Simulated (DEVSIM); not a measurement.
Structure: W/HfO2/SiO2/p-Si capacitor, at 300 K.

```
layer (left to right)  material  thickness (nm)  Na (cm⁻³)
---------------------  --------  --------------  ---------
1                          HfO2            17.0          -
2                          SiO2            1.10          -
3                            Si            4700     1.5e16
```

Metal gate on the left, work function 4.6 eV. Fixed charge at the semiconductor interface 1.3e10 cm⁻² (in units of +e); interface traps 1e12 cm⁻² eV⁻¹, uniform in energy, neutral level at 0.5 of the gap above the valence band.

This is a model device: material constants are rounded textbook-type values typed into the input, and sizes, dopings and lifetimes were drawn at random. Values at 300 K.

| parameter | HfO2 | SiO2 | Si |
|---|---|---|---|
| gap (eV) | 5.7 | 9 | 1.124 |
| affinity (eV) | 2.5 | 0.9 | 4.05 |
| permittivity | 22 | 3.9 | 11.7 |
| Nc (cm⁻³) | - | - | 2.86e19 |
| Nv (cm⁻³) | - | - | 3.1e19 |

Model (solved in DEVSIM): 1D Poisson equation in equilibrium, Boltzmann statistics, complete ionisation; no quantum confinement or tunnelling. Metal contacts follow the ideal Schottky-Mott rule: no Fermi-level pinning, no interface dipoles.

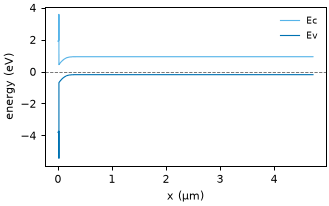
Figure: Band edges at 0.2 V on the gate

Energies count from the Fermi level of the right contact; mesh points crowd at the junctions.

```json
[
 {"x (μm)": "0.000", "Ec (eV)": "1.900", "Ev (eV)": "-3.800", "n (cm⁻³)": "< 1e2", "p (cm⁻³)": "< 1e2", "field (V/cm)": "35000"},
 {"x (μm)": "0.001619", "Ec (eV)": "1.906", "Ev (eV)": "-3.794", "n (cm⁻³)": "< 1e2", "p (cm⁻³)": "< 1e2", "field (V/cm)": "35000"},
 {"x (μm)": "0.005374", "Ec (eV)": "1.919", "Ev (eV)": "-3.781", "n (cm⁻³)": "< 1e2", "p (cm⁻³)": "< 1e2", "field (V/cm)": "35000"},
 {"x (μm)": "0.01161", "Ec (eV)": "1.940", "Ev (eV)": "-3.760", "n (cm⁻³)": "< 1e2", "p (cm⁻³)": "< 1e2", "field (V/cm)": "35000"},
 {"x (μm)": "0.01599", "Ec (eV)": "1.955", "Ev (eV)": "-3.745", "n (cm⁻³)": "< 1e2", "p (cm⁻³)": "< 1e2", "field (V/cm)": "35000"},
 {"x (μm)": "0.01728", "Ec (eV)": "3.564", "Ev (eV)": "-5.436", "n (cm⁻³)": "< 1e2", "p (cm⁻³)": "< 1e2", "field (V/cm)": "200000"},
 {"x (μm)": "0.01792", "Ec (eV)": "3.577", "Ev (eV)": "-5.423", "n (cm⁻³)": "< 1e2", "p (cm⁻³)": "< 1e2", "field (V/cm)": "200000"},
 {"x (μm)": "0.02026", "Ec (eV)": "0.440", "Ev (eV)": "-0.684", "n (cm⁻³)": "1.2e12", "p (cm⁻³)": "1.0e8", "field (V/cm)": "46000"},
 {"x (μm)": "0.02551", "Ec (eV)": "0.464", "Ev (eV)": "-0.660", "n (cm⁻³)": "4.6e11", "p (cm⁻³)": "2.6e8", "field (V/cm)": "45000"},
 {"x (μm)": "0.03833", "Ec (eV)": "0.520", "Ev (eV)": "-0.604", "n (cm⁻³)": "5.3e10", "p (cm⁻³)": "2.2e9", "field (V/cm)": "42000"},
 {"x (μm)": "0.07034", "Ec (eV)": "0.643", "Ev (eV)": "-0.481", "n (cm⁻³)": "4.6e8", "p (cm⁻³)": "2.5e11", "field (V/cm)": "35000"},
 {"x (μm)": "0.2040", "Ec (eV)": "0.903", "Ev (eV)": "-0.221", "n (cm⁻³)": "19000", "p (cm⁻³)": "6.1e15", "field (V/cm)": "6100"},
 {"x (μm)": "0.4840", "Ec (eV)": "0.927", "Ev (eV)": "-0.197", "n (cm⁻³)": "7800", "p (cm⁻³)": "1.5e16", "field (V/cm)": "≈ 0"},
 {"x (μm)": "1.183", "Ec (eV)": "0.927", "Ev (eV)": "-0.197", "n (cm⁻³)": "7700", "p (cm⁻³)": "1.5e16", "field (V/cm)": "≈ 0"},
 {"x (μm)": "3.352", "Ec (eV)": "0.927", "Ev (eV)": "-0.197", "n (cm⁻³)": "7700", "p (cm⁻³)": "1.5e16", "field (V/cm)": "≈ 0"},
 {"x (μm)": "4.172", "Ec (eV)": "0.927", "Ev (eV)": "-0.197", "n (cm⁻³)": "7700", "p (cm⁻³)": "1.5e16", "field (V/cm)": "≈ 0"},
 {"x (μm)": "4.500", "Ec (eV)": "0.927", "Ev (eV)": "-0.197", "n (cm⁻³)": "7700", "p (cm⁻³)": "1.5e16", "field (V/cm)": "≈ 0"},
 {"x (μm)": "4.634", "Ec (eV)": "0.927", "Ev (eV)": "-0.197", "n (cm⁻³)": "7700", "p (cm⁻³)": "1.5e16", "field (V/cm)": "≈ 0"},
 {"x (μm)": "4.694", "Ec (eV)": "0.927", "Ev (eV)": "-0.197", "n (cm⁻³)": "7700", "p (cm⁻³)": "1.5e16", "field (V/cm)": "≈ 0"},
 {"x (μm)": "4.709", "Ec (eV)": "0.927", "Ev (eV)": "-0.197", "n (cm⁻³)": "7700", "p (cm⁻³)": "1.5e16", "field (V/cm)": "≈ 0"},
 {"x (μm)": "4.715", "Ec (eV)": "0.927", "Ev (eV)": "-0.197", "n (cm⁻³)": "7700", "p (cm⁻³)": "1.5e16", "field (V/cm)": "≈ 0"},
 {"x (μm)": "4.718", "Ec (eV)": "0.927", "Ev (eV)": "-0.197", "n (cm⁻³)": "7700", "p (cm⁻³)": "1.5e16", "field (V/cm)": "≈ 0"}
]
```
